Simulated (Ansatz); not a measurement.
```cif
data_structure
_symmetry_space_group_name_H-M 'P 1'
_symmetry_Int_Tables_number 1
_cell_length_a 10.9273
_cell_length_b 6.3100
_cell_length_c 5.1187
_cell_angle_alpha 90.000
_cell_angle_beta 90.033
_cell_angle_gamma 90.000
_cell_volume 352.94
loop_
_atom_site_label
_atom_site_type_symbol
_atom_site_fract_x
_atom_site_fract_y
_atom_site_fract_z
_atom_site_occupancy
Al1 Al 0.08404 0.25121 0.00217 1
Al2 Al 0.58404 0.75121 0.00217 1
Al3 Al 0.08404 0.74879 0.00217 1
Al4 Al 0.58404 0.24879 0.00217 1
Ga1 Ga 0.33306 0.00000 0.00149 1
Ga2 Ga 0.83306 0.50000 0.00149 1
Ga3 Ga 0.33224 0.50000 0.00118 1
Ga4 Ga 0.83224 0.00000 0.00118 1
Al5 Al 0.16581 0.50000 0.50170 1
Al6 Al 0.66581 0.00000 0.50170 1
Ga5 Ga 0.16554 0.00000 0.50093 1
Ga6 Ga 0.66554 0.50000 0.50093 1
Ga7 Ga 0.41767 0.25044 0.50105 1
Ga8 Ga 0.91767 0.75044 0.50105 1
Ga9 Ga 0.41767 0.74956 0.50105 1
Ga10 Ga 0.91767 0.24956 0.50105 1
N1 N 0.08540 0.25521 0.63030 1
N2 N 0.58540 0.75521 0.63030 1
N3 N 0.08540 0.74479 0.63030 1
N4 N 0.58540 0.24479 0.63030 1
N5 N 0.33311 0.00000 0.62142 1
N6 N 0.83311 0.50000 0.62142 1
N7 N 0.32980 0.50000 0.61931 1
N8 N 0.82980 0.00000 0.61931 1
N9 N 0.16304 0.50000 0.12884 1
N10 N 0.66304 0.00000 0.12884 1
N11 N 0.16297 0.00000 0.11800 1
N12 N 0.66297 0.50000 0.11800 1
N13 N 0.42012 0.25043 0.12003 1
N14 N 0.92012 0.75043 0.12003 1
N15 N 0.42012 0.74957 0.12003 1
N16 N 0.92012 0.24957 0.12003 1
```

Space group Cm; a generated structure, not necessarily the stable one.

These are results of DFT PBEsol, scalar-relativistic, plane waves, PAW in Ansatz 0.2.0, not measurements.

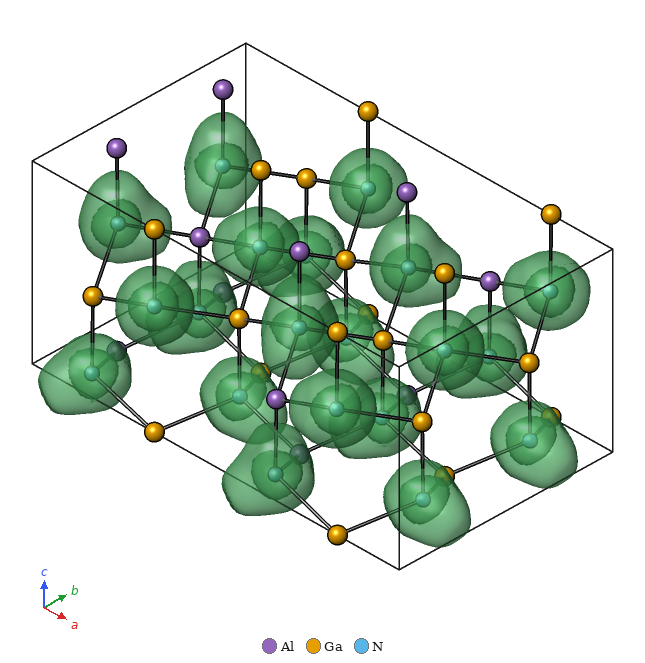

Al3Ga5N8. Isosurface of the electron localisation function at 0.75 (green), seen at an oblique angle. Only the valence region is drawn (cores and ρ < 0.01 e/Å³ removed). Sticks mark near contacts.

In a PAW calculation such maps are meaningful between the atoms, not at the nuclei.

**Identify the bonds, lone pairs and shells in this picture.**

At this value the surface marks out 14 regions on N in which the atom's valence shell and bonds are merged and two regions wrapped around N (the valence shell of each), counted in one cell of 32 atoms. Regions shared between cells count once.

Values along the shortest contacts:
Al–N (1.89 Å): the ELF peaks at about 0.90 between the atoms, as expected for a shared but strongly polarised pair. Ga–N (1.93 Å): the ELF peaks at about 0.85 in the valence shell of N, 0.7 Å from its nucleus, and is about 0.50 at the midpoint.
